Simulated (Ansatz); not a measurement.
Cl2F2Ge

Input

```
crystal:
  periodic: [false, false, false]
  atoms:
    - { symbol: Ge, position_ang: [0.0, 0.0, 0.0] }
    - { symbol: F, position_ang: [0.0, 0.0, 1.68] }
    - { symbol: F, position_ang: [1.5842, 0.0, -0.5594] }
    - { symbol: Cl, position_ang: [-1.0456, 1.8115, -0.7393] }
    - { symbol: Cl, position_ang: [-1.0456, -1.8115, -0.7393] }
basis:
  gaussian: { orbitals: def2-SVP }
hamiltonian:
  xc: hf
relax:
  f_tol: 0.02
  max_steps: 40
output:
  orbitals: {}
```

Launched as:

```sh
ansatz run input.yaml --threads 1 --pin off --max-ram 2048MiB --backend cpu --events-out ev --progress --plain --runs-dir out
```

The fields are those of the run's last geometry, not of the input's.

The calculation used Ansatz 0.2.0, RHF/def2-SVP.

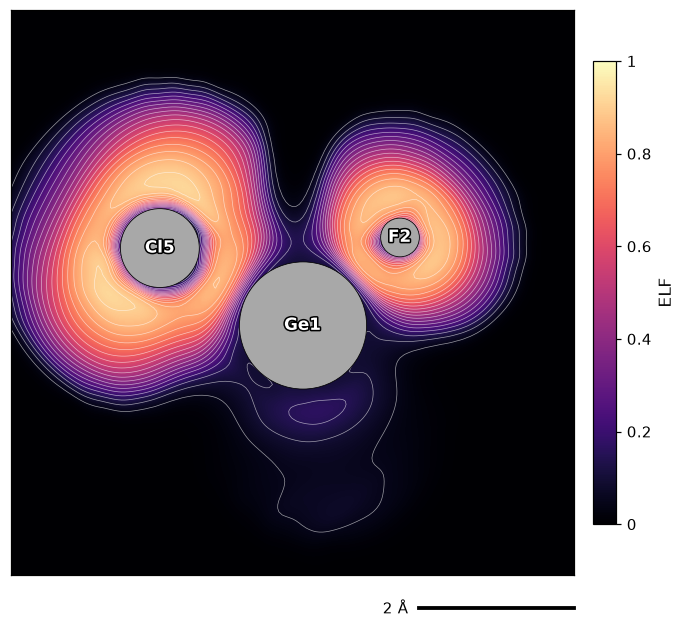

Figure 1. ELF on the plane of atoms F2, Ge1 and Cl5. Grey discs cover the atomic cores.

Question: Describe what can be read from this map.

Answer: The plane passes through Ge, F and Cl nuclei.
Ge–F (1.69 Å): the ELF peaks at about 0.85 in the valence shell of F, 0.6 Å from its nucleus, and is about 0.20 at the midpoint.
Ge–Cl (2.10 Å): the ELF peaks at about 0.85 in the valence shell of Cl, 0.9 Å from its nucleus, and is about 0.70 at the midpoint.
The ELF also peaks beside Cl5 and F2, away from the bonds: lone-pair regions.

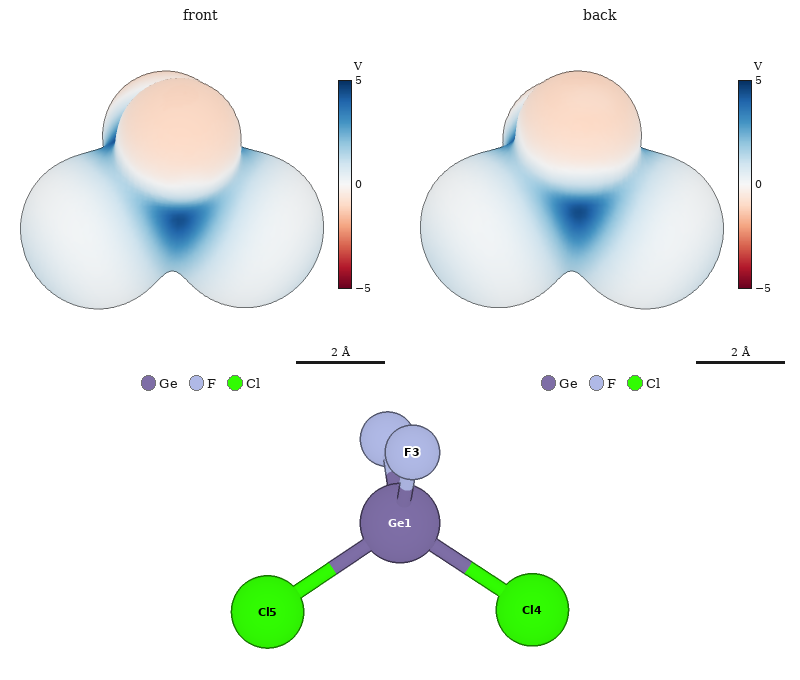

Figure 2. The electrostatic potential painted on the density surface at 0.004 e/bohr³, seen from the front and from behind; red is negative and blue positive. The bare structure is drawn below in the same view.

Question: Describe the electrostatic potential map.

Answer: The most negative region (about −1.0 V, or −23 kcal/mol for a unit charge) lies over F2 and F3, the most positive (about +4.3 V, or +99 kcal/mol for a unit charge) over Ge1. Cl4 shows a σ-hole: about +0.9 V, or +21 kcal/mol for a unit charge at the tip opposite its bond, against about +0.3 V on its flanks. Cl5 shows a σ-hole: about +0.9 V, or +21 kcal/mol for a unit charge at the tip opposite its bond, against about +0.3 V on its flanks.

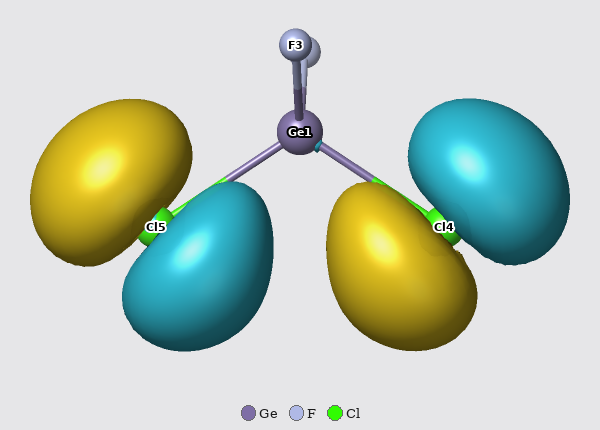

Figure 3. The HOMO at ±0.1 Å⁻³ᐟ² (yellow and cyan are the two phases), seen across its widest extent.

Question: What is the character of this orbital?

Answer: It lies mainly on Cl4 (about 45 %) and Cl5 (about 45 %); largely a combination of lone pairs on Cl4 and Cl5. Its energy is −13.54 eV.
